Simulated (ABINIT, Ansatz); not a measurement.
# AgCl (Fm-3m): Raman and infrared activity, part 2 of 3

Wanted: vibrational spectra of AgCl (Fm-3m) from linear and non-linear response.

ABINIT 10.8.3; DFT LDA, scalar-relativistic, plane waves, PseudoDojo norm-conserving pseudopotentials.

So far. Step 3 (Relaxation): The volume changes by -10.0 % in this run and stands -10.0 % from the first cell. Step 4 (Self-consistent run for the response): The cell stands at -0.31 GPa: the relaxation ran with a smoothed and higher cutoff and on another k mesh. The relaxed cell has a = 5.355 Å (conventional setting).

## (6) Linear response at Γ

The derivative of the wavefunctions by k comes first, since the response to a field is built on it; then the field and the displacements that symmetry doesn't supply are solved at q = 0. By the 2n+1 theorem the first-order wavefunctions also give third derivatives: Raman tensors and the non-linear susceptibility.

It reads the wavefunctions written in step 4.

dfpt_gamma.abi reads:

```
ndtset 3

# common to the responses
getwfk_filepath "gso_WFK"
kptopt 2
nqpt 1
qpt 0.0 0.0 0.0
asr 0
chneut 0

# d/dk
rfelfd1 2
rfdir1 1 1 1
iscf1 -3
tolwfr1 1.0d-20

# displacements, field
rfphon2 1
rfatpol2 1 2
rfdir2 1 1 1
rfelfd2 3
getddk2 1
tolvrs2 1.0d-10
prepanl2 1
prtden2 1

# third order
optdriver3 5
getden_filepath3 "gso_DEN"
get1den3 2
get1wf3 2
getddk3 1
d3e_pert1_elfd3 1
d3e_pert1_phon3 1
d3e_pert1_atpol3 1 2
d3e_pert1_dir3 1 1 1
d3e_pert2_elfd3 1
d3e_pert2_dir3 1 1 1
d3e_pert3_elfd3 1
d3e_pert3_dir3 1 1 1
usepead3 1
tolvrs3 1.0d-10

# basis, mesh and filling
ecut 39.0
ngkpt 6 6 6
nshiftk 4
shiftk 
    0.5 0.5 0.5
    0.5 0.0 0.0
    0.0 0.5 0.0
    0.0 0.0 0.5
istwfk *1
occopt 1
nband 13
nstep 100
diemac 9.0
prtebands 0
prtgsr 0

# cell and atoms
acell 7.155077358 7.155077358 7.155077358
rprim 
    0.0 0.7071067812 0.7071067812
    0.7071067812 0.0 0.7071067812
    0.7071067812 0.7071067812 0.0
ntypat 2
znucl 47 17
natom 2
typat 1 2
xred 
    0.0 0.0 0.0
    0.5 0.5 0.5
pp_dirpath "./pseudo"
pseudos "Ag.upf, Cl.upf"
```

Command:

```sh
$ OMP_NUM_THREADS=1 mpirun -n 4 abinit dfpt_gamma.abi > dfpt_gamma.log
```

Numbers of over 12 decimals in the logs are rounded to 6 here.

dfpt_gamma.abo, the main output file:

```text
[banners, grids, parts of the stress and lines that vanish by symmetry left out]
- input  file    -> dfpt_gamma.abi
- output file    -> dfpt_gamma.abo
- root for input  files -> dfpt_gammai
[...]
DATASET    1 : space group Fm -3 m (#225); Bravais cF (face-center cubic)
[...]
nfft =       91125          nkpt =         432
[...]
DATASET    2 : space group Fm -3 m (#225); Bravais cF (face-center cubic)
[...]
nfft =       91125          nkpt =         432
[...]
DATASET    3 : space group Fm -3 m (#225); Bravais cF (face-center cubic)
[...]
mpw =        3030          nfft =       91125          nkpt =         432
[...]
== DATASET  1 ==================================================================
[...]
cutoff_energies: {ecut:  39.0, pawecutdg:  -1.0, }
[...]
- 17.00000   7.00000  180309                  znucl, zion, pspdat
[...]
Perturbation : derivative vs k along direction   1
[...]
-ETOT  1  -30.102858281698     -3.010E+01 6.366E-01 0.000E+00
 ETOT  2  -30.382606736611     -2.797E-01 2.723E-02 0.000E+00
 ETOT  3  -30.394441445461     -1.183E-02 2.030E-03 0.000E+00
 ETOT  4  -30.395191895899     -7.505E-04 1.956E-04 0.000E+00
 ETOT  5  -30.395247626957     -5.573E-05 1.578E-05 0.000E+00
[...]
At SCF step   21   max residual=  1.00E-20 < tolwfr=  1.00E-20 =>converged.
[...]
Perturbation : derivative vs k along direction   2
[...]
-ETOT  1  -30.102858281251     -3.010E+01 6.366E-01 0.000E+00
[...]
At SCF step   21   max residual=  1.00E-20 < tolwfr=  1.00E-20 =>converged.
[...]
Perturbation : derivative vs k along direction   3
[...]
-ETOT  1  -30.102858280805     -3.010E+01 6.366E-01 0.000E+00
[...]
At SCF step   21   max residual=  1.00E-20 < tolwfr=  1.00E-20 =>converged.
[...]
1        1       1.0403603992    0.0000000000
     1        2       0.5201801996    0.0000000000
     1        3       0.5201801996    0.0000000000
     2        1       0.5201801996    0.0000000000
     2        2       1.0403603992   -0.0000000000
     2        3       0.5201801996   -0.0000000000
     3        1       0.5201801996    0.0000000000
     3        2       0.5201801996   -0.0000000000
     3        3       1.0403603992   -0.0000000000
[...]
== DATASET  2 ==================================================================
[...]
cutoff_energies: {ecut:  39.0, pawecutdg:  -1.0, }
[...]
Perturbation : displacement of atom   1   along direction   1
[...]
-ETOT  1   7.946302     -1.125E+04 4.781E+01 7.287E+02
[...]
At SCF step   14       vres2   =  8.27E-11 < tolvrs=  1.00E-10 =>converged.
[...]
Perturbation : displacement of atom   2   along direction   1
[...]
-ETOT  1   2.138244     -6.069E+02 4.020E+00 4.256E+02
[...]
At SCF step   13       vres2   =  8.92E-13 < tolvrs=  1.00E-10 =>converged.
[...]
Perturbation : homogeneous electric field along direction   1
[...]
-ETOT  1  -107.50358251558     -1.075E+02 5.627E+00 2.654E+04
[...]
At SCF step   13       vres2   =  8.63E-11 < tolvrs=  1.00E-10 =>converged.
[...]
Perturbation : homogeneous electric field along direction   2
[...]
-ETOT  1  -107.50358251400     -1.075E+02 5.627E+00 2.654E+04
[...]
At SCF step   13       vres2   =  8.63E-11 < tolvrs=  1.00E-10 =>converged.
[...]
Perturbation : homogeneous electric field along direction   3
[...]
-ETOT  1  -107.50358251247     -1.075E+02 5.627E+00 2.654E+04
[...]
ETOT 12  -115.72419658617     -4.997E-11 4.937E-11 7.682E-10
 ETOT 13  -115.72419658617     -2.657E-12 4.489E-12 8.635E-11
 At SCF step   13       vres2   =  8.63E-11 < tolvrs=  1.00E-10 =>converged.
[...]
Dielectric tensor, in cartesian coordinates,
[...]
1    4   1    4         5.8538203872        -0.0000000000
   1    4   2    4         0.0000000000        -0.0000000000
   1    4   3    4         0.0000000000        -0.0000000000
   2    4   1    4         0.0000000000        -0.0000000000
   2    4   2    4         5.8538203872        -0.0000000000
   2    4   3    4         0.0000000000        -0.0000000000
   3    4   1    4         0.0000000000        -0.0000000000
   3    4   2    4         0.0000000000        -0.0000000000
   3    4   3    4         5.8538203872        -0.0000000000
  Effective charges, in cartesian coordinates,
[...]
1    1   1    4         1.4154988306         0.0000000000
   2    1   1    4        -0.0000000000         0.0000000000
   3    1   1    4         0.0000000000         0.0000000000
   1    2   1    4        -1.4150795707         0.0000000000
   2    2   1    4         0.0000000000         0.0000000000
[...]
Effective charges, in cartesian coordinates,
[...]
2    4   1    2         0.0000000000         0.0000000000
   3    4   1    2         0.0000000000         0.0000000000
   1    4   2    2         0.0000000000         0.0000000000
   2    4   2    2        -1.4150794817         0.0000000000
   3    4   2    2         0.0000000000         0.0000000000
   1    4   3    2         0.0000000000         0.0000000000
   2    4   3    2         0.0000000000         0.0000000000
   3    4   3    2        -1.4150794817         0.0000000000
  Phonon wavevector (reduced coordinates) :  0.00000  0.00000  0.00000
 Phonon energies in Hartree :
[...]
Phonon frequencies in cm-1    :
-  2.018467E+00  2.018467E+00  2.018467E+00  1.303301E+02  1.303301E+02
-  1.303301E+02
  Phonon at Gamma, with non-analyticity in the
[...]
Phonon energies in Hartree :
[...]
Phonon frequencies in cm-1    :
-  2.018467E+00  2.018467E+00  2.018467E+00  1.303301E+02  1.303301E+02
-  1.828215E+02
  Phonon at Gamma, with non-analyticity in the
[...]
Phonon energies in Hartree :
[...]
Phonon frequencies in cm-1    :
-  2.018467E+00  2.018467E+00  2.018467E+00  1.303301E+02  1.303301E+02
-  1.828215E+02
  Phonon at Gamma, with non-analyticity in the
[...]
Phonon energies in Hartree :
[...]
Phonon frequencies in cm-1    :
-  2.018467E+00  2.018467E+00  2.018467E+00  1.303301E+02  1.303301E+02
-  1.828215E+02
[...]
== DATASET  3 ==================================================================
[...]
cutoff_energies: {ecut:  39.0, pawecutdg:  -1.0, }
[...]
1          1       -0.000000000       -0.000000000       -0.000000000
[...]
1          2       -0.000000000       -0.000000000       -0.000000000
[...]
1          3       -0.000000000       -0.000000000       -0.000000000
[...]
2          1       -0.000000000       -0.000000000       -0.000000000
[...]
2          2       -0.000000000       -0.000000000       -0.000000000
[...]
2          3       -0.000000000       -0.000000000       -0.000000000
[...]
strten2     0.0000000000E+00  0.0000000000E+00  0.0000000000E+00
           strten3     0.0000000000E+00  0.0000000000E+00  0.0000000000E+00
================================================================================
```

It took 37 min on 4 MPI ranks of Intel Xeon Platinum 8124M at 3.00GHz (Skylake/Cascade Lake), shared host.

Numbers from this step:

* miss of the charge sum rule: 4.19e-4 e
* largest acoustic frequency at the zone centre before the sum rule: 2.02 cm⁻¹
* highest optical zone-centre mode (no LO-TO term): 130.3 cm⁻¹
* lowest optical zone-centre mode: 130.3 cm⁻¹
* mean high-frequency dielectric constant: 5.854
* largest Born charge in size (third of the trace): 1.415 e

Born charge (rows field, columns displacement), before the sum rule (e), principal values of the symmetric part by kind of site:

```csv
atom,atoms with these values,low,middle,high,mean
Ag1,1,1.42,1.42,1.42,1.42
Cl2,1,-1.42,-1.42,-1.42,-1.42
```

In full for Cl2:

```
-1.42  0.00  0.00
 0.00 -1.42  0.00
 0.00  0.00 -1.42
```

High-frequency dielectric tensor:

```
5.85 0.00 0.00
0.00 5.85 0.00
0.00 0.00 5.85
```

The acoustic modes at Γ come out as far as 2.0 cm⁻¹ from zero, where they should vanish, a small numerical error; the Born charges miss their sum rule by 4.2e-4 e, which is good.

## (7) Zone-centre analysis

anaddb reads the merged derivatives, imposes the acoustic sum rule and charge neutrality, and adds the LO-TO term along chosen directions.

anaddb.abi reads:

```
ddb_filepath "gamma_DDB"
output_file "anaddb.abo"
outdata_prefix "anaddb"
asr 1
chneut 1
enunit 2
eivec 1
nph1l 1
qph1l 0.0 0.0 0.0 1.0
dieflag 1
nph2l 3
qph2l 
    1.0 0.0 0.0 0.0
    0.0 0.0 1.0 0.0
    1.0 1.0 1.0 0.0
nlflag 1
ramansr 1
alphon 1
prtmbm 1
```

mrgddb.in reads:

```
gamma_DDB
merged
3
dfpt_gammao_DS2_DDB
dfpt_gammao_DS3_DDB
gso_DDB
```

Command:

```sh
$ mrgddb < mrgddb.in > mrgddb.log
$ OMP_NUM_THREADS=1 anaddb anaddb.abi > anaddb.log
```

anaddb.abo, the main output file:

```text
[banners, grids, parts of the stress and lines that vanish by symmetry left out]
-outvars_anaddb: echo values of input variables ----------------------

 Flags :
[...]
Dielectric Tensor and Effective Charges
[...]
Effective charge tensors after
[...]
1          1       -0.000000000       -0.000000000       -0.000000000
[...]
1          2       -0.000000000       -0.000000000       -0.000000000
[...]
1          3       -0.000000000       -0.000000000       -0.000000000
[...]
2          1       -0.000000000       -0.000000000       -0.000000000
[...]
2          2       -0.000000000       -0.000000000       -0.000000000
[...]
2          3       -0.000000000       -0.000000000       -0.000000000
[...]
Phonon wavevector (reduced coordinates) :  0.00000  0.00000  0.00000
 Phonon energies in Hartree :
[...]
Phonon energies in meV     :
-  0.000000E+00  0.000000E+00  0.000000E+00  1.615819E+01  1.615819E+01
-  1.615819E+01
 Phonon frequencies in cm-1    :
-  0.000000E+00  0.000000E+00  0.000000E+00  1.303246E+02  1.303246E+02
-  1.303246E+02
 Phonon frequencies in Thz     :
-  0.000000E+00  0.000000E+00  0.000000E+00  3.907033E+00  3.907033E+00
-  3.907033E+00
 Phonon energies in Kelvin  :
-  0.000000E+00  0.000000E+00  0.000000E+00  1.875080E+02  1.875080E+02
-  1.875080E+02
[...]
-  1  0.00000000E+00  0.00000000E+00  1.95643426E-03
-     0.00000000E+00  0.00000000E+00  0.00000000E+00
-  2  0.00000000E+00  0.00000000E+00  1.95643292E-03
-     0.00000000E+00  0.00000000E+00  0.00000000E+00
[...]
-  1  0.00000000E+00 -1.95643426E-03  0.00000000E+00
-     0.00000000E+00  0.00000000E+00  0.00000000E+00
-  2  0.00000000E+00 -1.95643292E-03  0.00000000E+00
-     0.00000000E+00  0.00000000E+00  0.00000000E+00
[...]
-  1  1.95643426E-03  0.00000000E+00  0.00000000E+00
-     0.00000000E+00  0.00000000E+00  0.00000000E+00
-  2  1.95643292E-03  0.00000000E+00  0.00000000E+00
-     0.00000000E+00  0.00000000E+00  0.00000000E+00
[...]
-  1  0.00000000E+00  1.56965299E-07  1.12161265E-03
-     0.00000000E+00  0.00000000E+00  0.00000000E+00
-  2  0.00000000E+00 -4.77582127E-07 -3.41261514E-03
-     0.00000000E+00  0.00000000E+00  0.00000000E+00
[...]
-  1  0.00000000E+00  1.12161265E-03 -1.56965339E-07
-     0.00000000E+00  0.00000000E+00  0.00000000E+00
-  2  0.00000000E+00 -3.41261514E-03  4.77582249E-07
-     0.00000000E+00  0.00000000E+00  0.00000000E+00
[...]
-  1  1.12161266E-03  0.00000000E+00  0.00000000E+00
-     0.00000000E+00  0.00000000E+00  0.00000000E+00
-  2 -3.41261517E-03  0.00000000E+00  0.00000000E+00
-     0.00000000E+00  0.00000000E+00  0.00000000E+00
[...]
-     1          0.000000    -0.000000     0.000001     0.000001
-     2         -0.000000    -0.000001     0.000000     0.000001
-     3          0.000001    -0.000000     0.000000     0.000001
-     4          0.000000    -0.000000     1.786434     1.786434
-     5         -0.000000     1.786434    -0.000000     1.786434
-     6          1.786434     0.000000    -0.000000     1.786434
[...]
-   1     Real    0.0000E+00  0.0000E+00  0.0000E+00  0.0000E+00  0.0000E+00  0.0000E+00  0.0000E+00
[...]
-   2     Real    0.0000E+00  0.0000E+00  0.0000E+00  0.0000E+00  0.0000E+00  0.0000E+00  0.0000E+00
[...]
-   3     Real    0.0000E+00  0.0000E+00  0.0000E+00  0.0000E+00  0.0000E+00  0.0000E+00  0.0000E+00
[...]
-   4     Real    0.0000E+00  0.0000E+00  4.1181E-05  0.0000E+00  0.0000E+00  0.0000E+00  4.1181E-05
[...]
-   5     Real    0.0000E+00  4.1181E-05  0.0000E+00  0.0000E+00  0.0000E+00  0.0000E+00  4.1181E-05
[...]
-   6     Real    4.1181E-05  0.0000E+00  0.0000E+00  0.0000E+00  0.0000E+00  0.0000E+00  4.1181E-05
[...]
-         0.000000000       0.000000000       0.000000000
-         0.000000000       0.000000000       0.000000000
[...]
Phonon at Gamma, with non-analyticity in the
[...]
Phonon energies in Hartree :
[...]
Phonon energies in meV     :
-  0.000000E+00  0.000000E+00  0.000000E+00  1.615819E+01  1.615819E+01
-  2.266733E+01
 Phonon frequencies in cm-1    :
-  0.000000E+00  0.000000E+00  0.000000E+00  1.303246E+02  1.303246E+02
-  1.828243E+02
 Phonon frequencies in Thz     :
-  0.000000E+00  0.000000E+00  0.000000E+00  3.907033E+00  3.907033E+00
-  5.480936E+00
 Phonon energies in Kelvin  :
-  0.000000E+00  0.000000E+00  0.000000E+00  1.875080E+02  1.875080E+02
-  2.630434E+02
[...]
-  1  0.00000000E+00  0.00000000E+00  1.95643426E-03
[...]
-  2  0.00000000E+00  0.00000000E+00  1.95643292E-03
[...]
Phonon at Gamma, with non-analyticity in the
[...]
Phonon energies in Hartree :
[...]
Phonon energies in meV     :
-  0.000000E+00  0.000000E+00  0.000000E+00  1.615819E+01  1.615819E+01
-  2.266733E+01
 Phonon frequencies in cm-1    :
-  0.000000E+00  0.000000E+00  0.000000E+00  1.303246E+02  1.303246E+02
-  1.828243E+02
 Phonon frequencies in Thz     :
-  0.000000E+00  0.000000E+00  0.000000E+00  3.907033E+00  3.907033E+00
-  5.480936E+00
 Phonon energies in Kelvin  :
-  0.000000E+00  0.000000E+00  0.000000E+00  1.875080E+02  1.875080E+02
-  2.630434E+02
[...]
Phonon at Gamma, with non-analyticity in the
[...]
Phonon energies in Hartree :
[...]
Phonon energies in meV     :
-  0.000000E+00  0.000000E+00  0.000000E+00  1.615819E+01  1.615819E+01
-  2.266733E+01
 Phonon frequencies in cm-1    :
-  0.000000E+00  0.000000E+00  0.000000E+00  1.303246E+02  1.303246E+02
-  1.828243E+02
 Phonon frequencies in Thz     :
-  0.000000E+00  0.000000E+00  0.000000E+00  3.907033E+00  3.907033E+00
-  5.480936E+00
 Phonon energies in Kelvin  :
-  0.000000E+00  0.000000E+00  0.000000E+00  1.875080E+02  1.875080E+02
-  2.630434E+02
[...]
-  1  1.81058694E-06 -1.95642590E-03 -5.40574651E-06
[...]
-  2  1.81036511E-06 -1.95642478E-03 -5.40596339E-06
[...]
-  1  1.95643290E-03  1.80673304E-06  1.35757015E-06
[...]
-  2  1.95643178E-03  1.80695235E-06  1.35778976E-06
[...]
-  1  1.24567567E-04  7.23444969E-04 -8.48012536E-04
[...]
-  2 -3.79008888E-04 -2.20115140E-03  2.58016029E-03
[...]
-  1  9.07281414E-04 -5.61519384E-04 -3.45762030E-04
[...]
-  2 -2.76049159E-03  1.70847712E-03  1.05201447E-03
[...]
-         0.000000000       0.000000000       0.000000000
-         0.000000000       0.000000000       0.000000000
[...]
-         0.000000000       0.000000000       0.000000000
-         0.000000000       0.000000000       0.000000000
-         0.000000000       0.000000000       0.000000000
[...]
-         0.000000000       0.000000000       0.000000000
-         0.000000000       0.000000000       0.000000000
-         0.000000000       0.000000000       0.000000000
[...]
Direction                     Dielectric constant
[...]
0.00000   0.00000   1.00000     11.52005919
   1.00000   1.00000   1.00000     11.52005919
-
```

The job ended after 1.4 s (1 thread).

This step gave:

```yaml
mean_static_dielectric_constant: 11.52
highest_mode_moved_by_the_lo_to_term: 182.8 cm⁻¹
```

No LO-TO term; unit eigenvectors of the mass-weighted matrix, from anaddb's displacements. Modes at Γ, with each element's share of the kinetic energy:

```
mode  frequency (cm⁻¹)  symmetry  Ag %  Cl %
   1               0.0  acoustic    75    25
   2               0.0  acoustic    75    25
   3               0.0  acoustic    75    25
   4             130.3       T1u    25    75
   5             130.3       T1u    25    75
   6             130.3       T1u    25    75
```

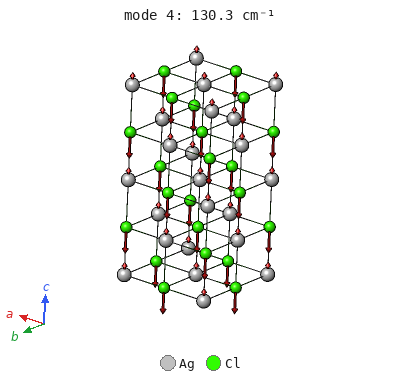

Displacement patterns of mode 4 at Γ; arrows are exaggerated. 1×1×2 conventional cells are drawn. Some periodic images of atoms are drawn too.

Trace of the oscillator strength, degenerate modes summed. Infrared lines, with heights relative to the strongest:

| position (cm⁻¹) | lines merged | IR intensity, relative |
| --- | --- | --- |
| 130 | 3 | 100 |

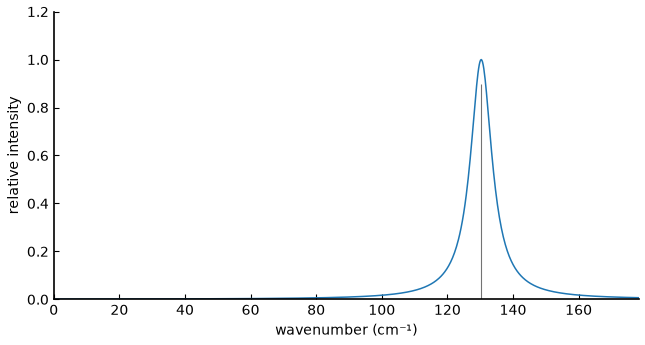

The infrared spectrum, broadened with Lorentzians of width 8 cm⁻¹; bars mark the lines.

Static dielectric tensor (ions relaxed, fixed cell):

```
11.52  0.00  0.00
 0.00 11.52  0.00
 0.00  0.00 11.52
```

The rule moves no optical mode by more than 0.1 cm⁻¹.

(Part 2 of 3 ends here.)

[Host names and launcher messages were left out of these logs when they were recorded.]

[Logs are printed without paths, hosts, clocks, repeated set-up lines and the standing remarks that a program may print on its own settings, such as how far it seeks lower states.]

[Hosts, paths, dates, database ids (printed as entryN), source tags and the programs' standing remarks are cut or masked in the printed files.]
